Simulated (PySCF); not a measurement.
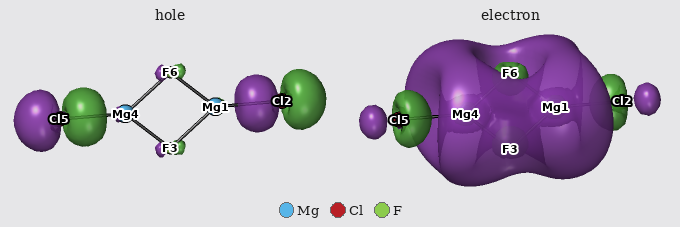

*(ClMg-mu-F)2 (Cl₂F₂Mg₂). Leading natural transition orbital pair of S₅ (TDA singlet states); the surfaces enclose about 70 % of each orbital's density.*

Method: ωB97X/def2-SVP; geometry: GFN2-xTB; program: PySCF. This is a single-reference result, which may miss multireference character in this system. No frequency check shows the geometry to be a minimum. GFN2-xTB bond lengths at metals and heavier atoms can be off by up to 0.1 Å and shapes distorted, which carries into these values. Without diffuse functions Rydberg states are missing, so the states' numbers hold for this basis only.

The calculation's input:

```python
import numpy as np
from pyscf import gto, scf, dft, tdscf
from pyscf.scf import atom_ks, atom_hf
from scipy.linalg import block_diag

def solve(mol, dm0=None, hcore=None):
    mf = (dft.UKS if mol.spin else dft.RKS)(mol, xc='wb97x')
    mf.grids.level = 3
    mf = mf.density_fit(auxbasis='def2-universal-jkfit')
    mf.conv_tol, mf.max_cycle = 1e-8, 80
    if hcore is not None:
        mf.get_hcore = lambda *args: hcore
    mf.kernel(dm0)
    if not mf.converged:
        mf = mf.newton().run(mf.mo_coeff, mf.mo_occ, max_cycle=30)
    assert mf.converged, 'SCF not converged'
    return mf

mol = gto.M(atom='''
Mg    -1.42774     0.00242     0.01249
Cl    -3.53781    -0.00203    -0.00743
F     -0.00042     1.22393     0.00971
Mg     1.42774     0.00248    -0.01851
Cl     3.53781    -0.00189     0.00140
F      0.00042    -1.22306     0.00971
''', basis='def2-svp', charge=0, spin=0, verbose=4)
mf = solve(mol)
td = mf.TDA()
td.nstates, td.singlet, td.conv_tol = 6, True, 1e-5
td.kernel()
td.analyze()
x, y = np.array([p[0] for p in td.xy]), np.array([p[1] + 0 * p[0] for p in td.xy])
f, mu = td.oscillator_strength(), td.transition_dipole()
nto = [td.get_nto(state=i + 1, verbose=4) for i in range(len(td.e))]
# spherically averaged free atoms, for the promolecule
atm = atom_ks.get_atm_nrks(mol, xc='wb97x')
pro = block_diag(*[(atm[a[0]][2] * atm[a[0]][3]) @ atm[a[0]][2].T for a in mol._atom])
np.savez('result.npz', e=td.e, f=f, ok=td.converged, w=[n[0] for n in nto], nto=[n[1] for n in nto], x=x, y=y, c=mf.mo_coeff, occ=mf.mo_occ, eps=mf.mo_energy, pro=pro, mu=mu)
```

Command:

```sh
OMP_NUM_THREADS=1 python input.py
```

The run took 77 s on 1 thread of Intel(R) Xeon(R) 6975P-C (Granite Rapids) (shared host), peak memory 0.59 GiB.

Give its energy and the atoms that hole and electron lie on.

7.97 eV (156 nm), f = 0.133 (bright), partly diffuse acceptor orbital, which a basis without diffuse functions describes poorly; the leading pair carries 65 %; hole on Cl2 and Cl5 (43 % each) and Mg1 and Mg4 (6 % each), electron on Mg1 and Mg4 (38 % each) and Cl2 and Cl5 (8 % each) (atom shares of so diffuse an orbital are rough) (shares are of the whole state, not of the leading pair alone); their centroids lie 0.1 Å apart; S₆ lies within 0.1 eV of it. In canonical orbitals it is mainly HOMO−4 → LUMO (63 %). The HOMO–LUMO gap is 11.28 eV.
